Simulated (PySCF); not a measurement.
C4H7NOSi (SMILES CO/C(C#N)=C\[SiH3])

The calculation's input:

```
{"job": {"kind": "nmr", "xc": "PBE0", "basis": "pcSseg-1"}, "charge": 0, "multiplicity": 1}
C     -1.814746    -1.069632     0.627595
O     -0.485374    -0.683982     0.361904
C     -0.295279     0.523370    -0.239296
C     -1.414090     1.331868    -0.568782
N     -2.295713     2.011513    -0.848795
C      0.949801     0.939140    -0.515108
Si     2.412647    -0.152898    -0.069260
H     -1.751882    -2.047430     1.101199
H     -2.402067    -1.146463    -0.293341
H     -2.308794    -0.366227     1.305904
H      1.066253     1.900008    -0.990553
H      3.618248     0.564224    -0.489280
H      2.423301    -0.377916     1.376207
H      2.297017    -1.426049    -0.780561
```

Run with:

```sh
OMP_NUM_THREADS=1 python probes_run.py task.json out
```

Geometry: GFN2-xTB.

Theory: PBE0/pcSseg-1, SCF density, gas phase, non-relativistic in PySCF.

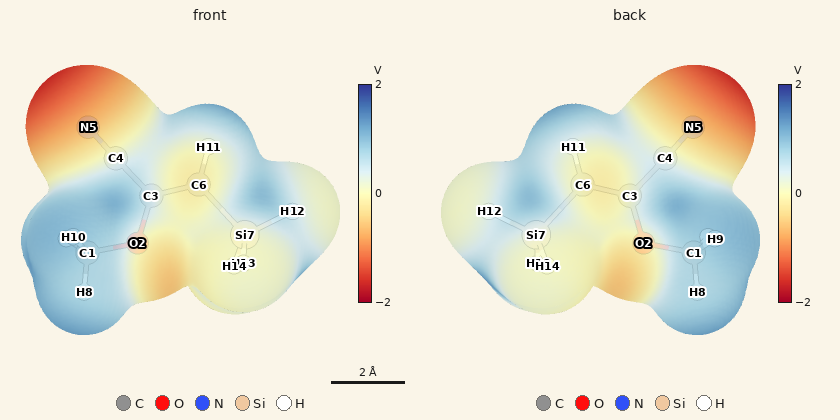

Figure 1. The molecular electrostatic potential painted on the density surface at 0.002 e/bohr³, seen from the front and from behind; the colour scale runs from red (negative) to blue (positive).

Where is the surface potential most negative and most positive?

The most negative region (about −1.6 V, or −37 kcal/mol for a unit charge) lies over N5, the most positive (about +1.2 V, or +28 kcal/mol for a unit charge) over C1, Si7 and H8. N5 is the likeliest acceptor of a hydrogen bond.

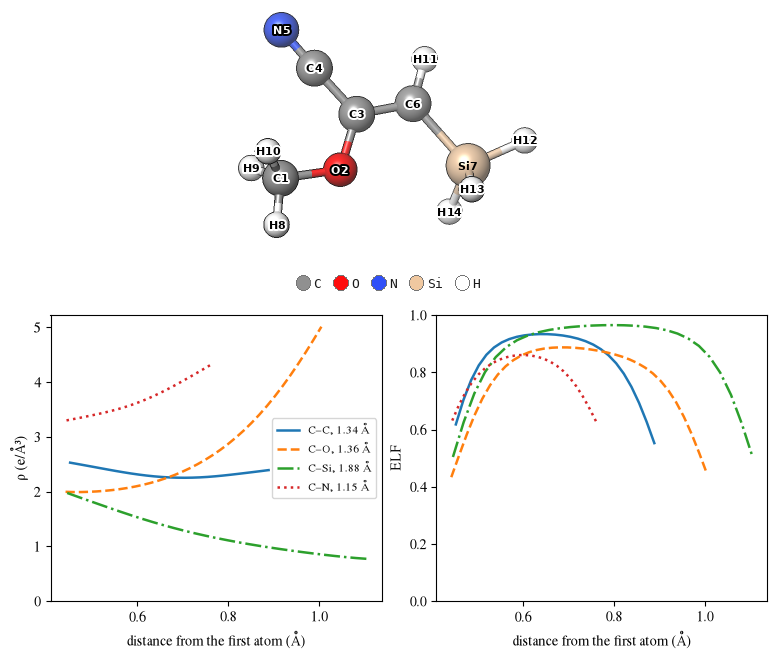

Figure 2. Electron density and electron localisation function along straight lines between neighbouring atoms. The curves leave out the atomic cores. The structure is drawn too.

What can be read from the curves?

C–C (1.34 Å): ρ is about 2.3 e/Å³ halfway; the ELF peaks at about 0.95 between the atoms: a short, multiple covalent bond.
C–O (1.36 Å): ρ is about 2.3 e/Å³ halfway, with its minimum of 2 e/Å³ about 0.5 Å from C; the ELF peaks at about 0.90 between the atoms (a polar covalent bond).
C–Si (1.88 Å): the density is about 0.92 e/Å³ at the midpoint; the ELF peaks at about 0.95 between the atoms, as expected for localised, covalent bonding.
C–N (1.15 Å): ρ is about 3.5 e/Å³ halfway; the ELF peaks at about 0.85 between the atoms (a multiple bond).
